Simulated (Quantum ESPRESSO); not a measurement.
# MnO2: which magnetic order is lowest

Does MnO2 prefer parallel or opposed moments?

Main program and level: Quantum ESPRESSO 7.5; PBEsol; plane waves with GBRV 1.5 PBEsol potentials, no spin-orbit coupling.

## 1. Set-up

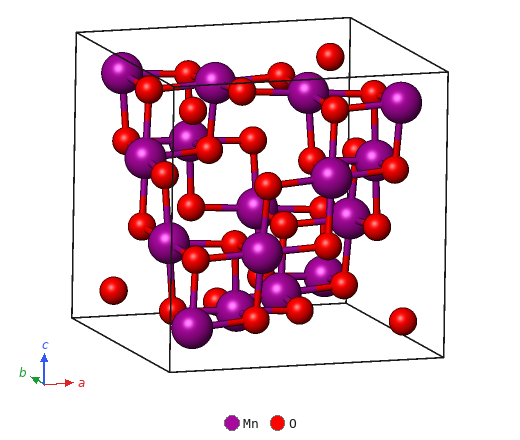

The starting structure, seen slightly off an axis (manganese purple, oxygen red). This picture shows the conventional cell, with its axes. Bonds to atoms that aren't drawn are left out.

The cell comes from Materials Project 2023-11-01, a database of computed structures, and need not be the stable phase.

## 2. Run 1 (ferro ++++)

The signs are those of the starting moments on the seeded atoms, the atoms that are given a moment.

Contents of pw.in:

```
&CONTROL
  calculation = 'scf'
  prefix = 'pwscf'
  outdir = './tmp'
  pseudo_dir = './pseudo'
  disk_io = 'nowf'
/
&SYSTEM
  ibrav = 0
  celldm(1) = 8
  nat = 12
  ntyp = 2
  ecutwfc = 40
  ecutrho = 280
  nbnd = 79
  occupations = 'smearing'
  smearing = 'fd'
  degauss = 0.00367493
  nspin = 2
  starting_magnetization(1) = 0.3
  starting_magnetization(2) = 0
/
&ELECTRONS
  conv_thr = 2.4d-08
  electron_maxstep = 150
  mixing_beta = 0.3
/
ATOMIC_SPECIES
Mn     54.9380 mn_pbesol_v1.5.uspp.F.UPF
O      15.9990 o_pbesol_v1.2.uspp.F.UPF
CELL_PARAMETERS alat
   0.0000000000000    0.9495856074707    0.9495856074707
   0.9495856074707    0.0000000000000    0.9495856074707
   0.9495856074707    0.9495856074707    0.0000000000000
ATOMIC_POSITIONS crystal
Mn      0.6250000000    0.1250000000    0.6250000000
Mn      0.1250000000    0.6250000000    0.6250000000
Mn      0.6250000000    0.6250000000    0.1250000000
Mn      0.6250000000    0.6250000000    0.6250000000
O       0.8328612900    0.3890462400    0.3890462400
O       0.3890462400    0.8328612900    0.3890462400
O       0.3890462400    0.3890462400    0.3890462400
O       0.3890462400    0.3890462400    0.8328612900
O       0.8609537600    0.4171387100    0.8609537600
O       0.4171387100    0.8609537600    0.8609537600
O       0.8609537600    0.8609537600    0.4171387100
O       0.8609537600    0.8609537600    0.8609537600
K_POINTS automatic
4 4 4 0 0 0
```

Command:

```
$ OMP_NUM_THREADS=1 mpirun -n 4 pw.x -nk 4 -in pw.in > pw.out
```

Log:

```text
Program PWSCF v.7.5 starts

     Message from routine setup:
     using ibrav=0 with symmetry is DISCOURAGED, use correct ibrav instead

     K-points division:     npool     =       4
     Subspace diagonalization in iterative solution of the eigenvalue problem:

     G-vector sticks info
     --------------------
     sticks:   dense  smooth     PW     G-vecs:    dense   smooth      PW
     Sum        2233    1273    367                69473    29939    4645

     Using Slab Decomposition

     bravais-lattice index     =            0
     lattice parameter (alat)  =       8.0000  a.u.
     unit-cell volume          =     876.8036 (a.u.)^3
     number of atoms/cell      =           12
     number of atomic types    =            2
     number of electrons       =       108.00
     number of Kohn-Sham states=           79
     kinetic-energy cutoff     =      40.0000  Ry
     charge density cutoff     =     280.0000  Ry
     scf convergence threshold =      2.4E-08
     mixing beta               =       0.3000
     number of iterations used =            8  plain     mixing
     Exchange-correlation= SLA  PW   PSX  PSC
                           (   1   4  10   8   0   0   0)

     celldm(1)=   8.000000  celldm(2)=   0.000000  celldm(3)=   0.000000
     celldm(4)=   0.000000  celldm(5)=   0.000000  celldm(6)=   0.000000

     crystal axes: (cart. coord. in units of alat)
               a(1) = (   0.000000   0.949586   0.949586 )
               a(2) = (   0.949586   0.000000   0.949586 )
               a(3) = (   0.949586   0.949586   0.000000 )

     reciprocal axes: (cart. coord. in units 2 pi/alat)
               b(1) = ( -0.526545  0.526545  0.526545 )
               b(2) = (  0.526545 -0.526545  0.526545 )
               b(3) = (  0.526545  0.526545 -0.526545 )

     PseudoPot. # 1 for Mn read from file:
     mn_pbesol_v1.5.uspp.F.UPF
     Pseudo is Ultrasoft + core correction, Zval = 15.0
     Generated by new atomic code, or converted to UPF format
     Using radial grid of  859 points,  6 beta functions with:
                l(1) =   0
                l(2) =   0
                l(3) =   1
                l(4) =   1
                l(5) =   2
                l(6) =   2
     Q(r) pseudized with  8 coefficients,  rinner =    0.950   0.950   0.950
                                                       0.950   0.950

     PseudoPot. # 2 for O  read from file:
     o_pbesol_v1.2.uspp.F.UPF
     Pseudo is Ultrasoft + core correction, Zval =  6.0
     Generated by new atomic code, or converted to UPF format
     Using radial grid of  737 points,  5 beta functions with:
                l(1) =   0
                l(2) =   0
                l(3) =   1
                l(4) =   1
                l(5) =   2
     Q(r) pseudized with  8 coefficients,  rinner =    0.900   0.900   0.900
                                                       0.900   0.900

     atomic species   valence    mass     pseudopotential
     Mn               15.00    54.93800     Mn( 1.00)
     O                 6.00    15.99900     O ( 1.00)

     Starting magnetic structure
     atomic species   magnetization
     Mn              0.300
     O               0.000

     48 Sym. Ops., with inversion, found (24 have fractional translation)

   Cartesian axes

     site n.     atom                  positions (alat units)
         1        Mn     tau(   1) = (   0.7121892   1.1869820   0.7121892  )
         2        Mn     tau(   2) = (   1.1869820   0.7121892   0.7121892  )
         3        Mn     tau(   3) = (   0.7121892   0.7121892   1.1869820  )
         4        Mn     tau(   4) = (   1.1869820   1.1869820   1.1869820  )
         5        O      tau(   5) = (   0.7388654   1.1603058   1.1603058  )
         6        O      tau(   6) = (   1.1603058   0.7388654   1.1603058  )
         7        O      tau(   7) = (   0.7388654   0.7388654   0.7388654  )
         8        O      tau(   8) = (   1.1603058   1.1603058   0.7388654  )
         9        O      tau(   9) = (   1.2136582   1.6350986   1.2136582  )
        10        O      tau(  10) = (   1.6350986   1.2136582   1.2136582  )
        11        O      tau(  11) = (   1.2136582   1.2136582   1.6350986  )
        12        O      tau(  12) = (   1.6350986   1.6350986   1.6350986  )

     number of k points=     8  Fermi-Dirac smearing, width (Ry)=  0.0037
                       cart. coord. in units 2pi/alat
        k(    1) = (   0.0000000   0.0000000   0.0000000), wk =   0.0156250
        k(    2) = (   0.1316364   0.1316364  -0.1316364), wk =   0.1250000
        k(    3) = (  -0.2632727  -0.2632727   0.2632727), wk =   0.0625000
        k(    4) = (   0.2632727   0.0000000   0.0000000), wk =   0.0937500
        k(    5) = (  -0.1316364  -0.3949091   0.3949091), wk =   0.3750000
        k(    6) = (   0.0000000  -0.2632727   0.2632727), wk =   0.1875000
        k(    7) = (  -0.5265455   0.0000000   0.0000000), wk =   0.0468750
        k(    8) = (  -0.5265455   0.2632727   0.0000000), wk =   0.0937500

     Dense  grid:    69473 G-vectors     FFT dimensions: (  60,  60,  60)

     Smooth grid:    29939 G-vectors     FFT dimensions: (  48,  48,  48)

     Check: negative core charge=   -0.000041
     Generating pointlists ...
     new r_m :   0.1855 (alat units)  1.4840 (a.u.) for type    1
     new r_m :   0.1855 (alat units)  1.4840 (a.u.) for type    2

     Initial potential from superposition of free atoms

     starting charge     105.9997, renormalised to     108.0000
     Starting wfcs are   84 randomized atomic wfcs

     Self-consistent Calculation

     iteration #  1     ecut=    40.00 Ry     beta= 0.30
     Davidson diagonalization with overlap
     ethr =  1.00E-02,  avg # of iterations =  5.9

     total energy              =   -1100.00898859 Ry
     estimated scf accuracy    <       9.04200039 Ry

     total magnetization       =    12.00 Bohr mag/cell
     absolute magnetization    =    12.42 Bohr mag/cell

     iteration #  2     ecut=    40.00 Ry     beta= 0.30
     Davidson diagonalization with overlap
     ethr =  8.37E-03,  avg # of iterations =  1.9

     total energy              =   -1101.00298990 Ry
     estimated scf accuracy    <       7.89602682 Ry

     total magnetization       =    10.80 Bohr mag/cell
     absolute magnetization    =    10.89 Bohr mag/cell

     iteration #  3     ecut=    40.00 Ry     beta= 0.30
     Davidson diagonalization with overlap
     ethr =  7.31E-03,  avg # of iterations =  1.2

     total energy              =   -1102.21804824 Ry
     estimated scf accuracy    <       0.81772329 Ry

     total magnetization       =    12.00 Bohr mag/cell
     absolute magnetization    =    12.71 Bohr mag/cell

     [... further iterations left out ...]

     iteration # 10     ecut=    40.00 Ry     beta= 0.30
     Davidson diagonalization with overlap
     ethr =  4.96E-08,  avg # of iterations =  1.6

     total energy              =   -1102.42708656 Ry
     estimated scf accuracy    <       0.00000115 Ry

     total magnetization       =    12.00 Bohr mag/cell
     absolute magnetization    =    12.16 Bohr mag/cell

     iteration # 11     ecut=    40.00 Ry     beta= 0.30
     Davidson diagonalization with overlap
     ethr =  1.07E-09,  avg # of iterations =  2.0

     total energy              =   -1102.42708829 Ry
     estimated scf accuracy    <       0.00000088 Ry

     total magnetization       =    12.00 Bohr mag/cell
     absolute magnetization    =    12.16 Bohr mag/cell

     iteration # 12     ecut=    40.00 Ry     beta= 0.30
     Davidson diagonalization with overlap
     ethr =  8.11E-10,  avg # of iterations =  1.5

     total energy              =   -1102.42708942 Ry
     estimated scf accuracy    <       0.00000004 Ry

     total magnetization       =    12.00 Bohr mag/cell
     absolute magnetization    =    12.16 Bohr mag/cell

     iteration # 13     ecut=    40.00 Ry     beta= 0.30
     Davidson diagonalization with overlap
     ethr =  3.47E-11,  avg # of iterations =  2.0

     Magnetic moment per site  (integrated on atomic sphere of radius R)
     atom   1 (R=0.186)  charge= 11.7436  magn=  2.5028
     atom   2 (R=0.186)  charge= 11.7436  magn=  2.5028
     atom   3 (R=0.186)  charge= 11.7436  magn=  2.5028
     atom   4 (R=0.186)  charge= 11.7436  magn=  2.5028
     atom   5 (R=0.186)  charge=  5.2252  magn=  0.0454
     atom   6 (R=0.186)  charge=  5.2252  magn=  0.0454
     atom   7 (R=0.186)  charge=  5.2252  magn=  0.0454
     atom   8 (R=0.186)  charge=  5.2252  magn=  0.0454
     atom   9 (R=0.186)  charge=  5.2252  magn=  0.0454
     atom  10 (R=0.186)  charge=  5.2252  magn=  0.0454
     atom  11 (R=0.186)  charge=  5.2252  magn=  0.0454
     atom  12 (R=0.186)  charge=  5.2252  magn=  0.0454

     End of self-consistent calculation

     [... lines left out ...]
     the Fermi energy is     7.7798 ev

!    total energy              =   -1102.42709023 Ry
     estimated scf accuracy    <          5.5E-09 Ry
     smearing contrib. (-TS)   =      -0.00009665 Ry
     internal energy E=F+TS    =   -1102.42699358 Ry

     The total energy is F=E-TS. E is the sum of the following terms:
     one-electron contribution =    -774.33540231 Ry
     hartree contribution      =     431.26849594 Ry
     xc contribution           =    -162.31735873 Ry
     ewald contribution        =    -597.04272848 Ry

     total magnetization       =    12.00 Bohr mag/cell
     absolute magnetization    =    12.16 Bohr mag/cell

     convergence has been achieved in  13 iterations

=------------------------------------------------------------------------------=
   JOB DONE.
=------------------------------------------------------------------------------=
```

The job ended after 72 s (4 MPI ranks of Arm Neoverse N1, shared host; peak memory 0.82 GiB; 4.8 min of CPU time).

Spin moment in the atom's sphere by atom:

| atom | spin moment in the atom's sphere (μB) |
| --- | --- |
| Mn1 | 2.50 |
| Mn2 | 2.50 |
| Mn3 | 2.50 |
| Mn4 | 2.50 |
| O5 | 0.05 |
| O6 | 0.05 |
| O7 | 0.05 |
| O8 | 0.05 |
| O9 | 0.05 |
| O10 | 0.05 |
| O11 | 0.05 |
| O12 | 0.05 |

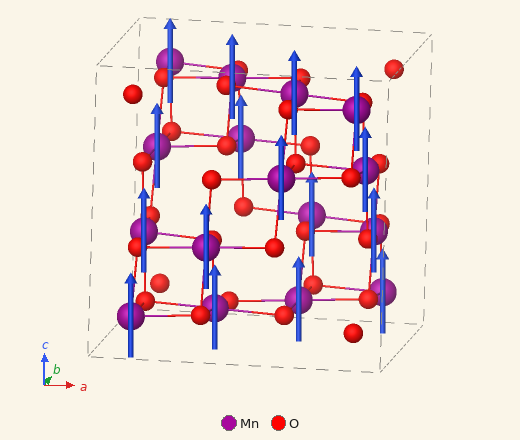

Spin moment in the atom's sphere as arrows, the longest 2.50 μB. Up and down stand for the sign. Arrows give size and sign along the axis of quantisation, drawn up and down the page. Bonds to atoms that aren't drawn are left out.

Numbers from this step:

| Item | Value |
| --- | --- |
| smearing term TS | 0.001315 eV |
| magnetization | 11.99 μB |
| absolute magnetization | 12.15 μB |
| final state | ferromagnetic |

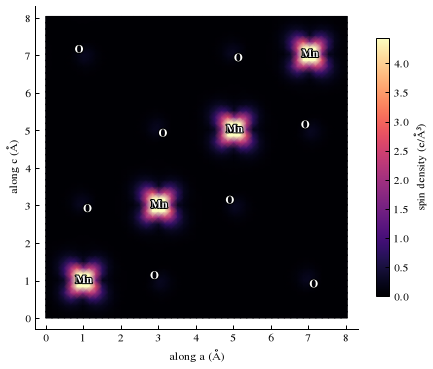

Spin density in the ac plane of the conventional cell at fractional y = 0.125, with atoms of Mn and O within 0.2 Å of it.

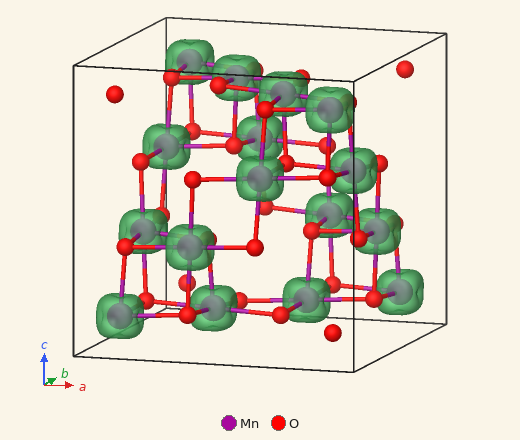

Surface of spin density = 0.52 e/Å³, which holds about 70 % of the integral of its size. Bonds to atoms that aren't drawn are left out.

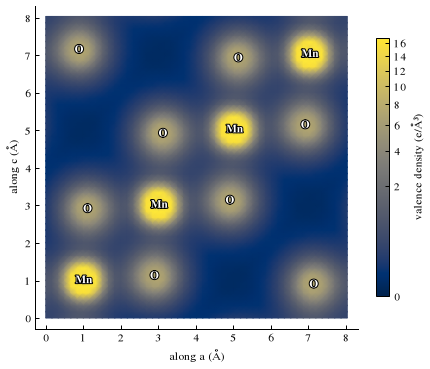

Valence density in the ac plane of the conventional cell at fractional y = 0.125, with atoms of Mn and O within 0.2 Å of it. It is the smooth field of the valence electrons, not physical close to the nuclei. The colour scale is stretched toward low values.

(Continued in part 2 of 3.)

[Logs and program files are shortened in this print: banners, set-up blocks, solver, clock and traceback lines can be left out without a mark of their own.]

[Logs are printed without paths, hosts, clocks, repeated set-up lines and the standing remarks that a program may print on its own settings, such as how far it seeks lower states.]

[Hosts, paths, dates, database ids (printed as entryN), source tags and the programs' standing remarks are cut or masked in the printed files.]

[Where a cell is said to come from a database of computed structures, the database is the Materials Project.]
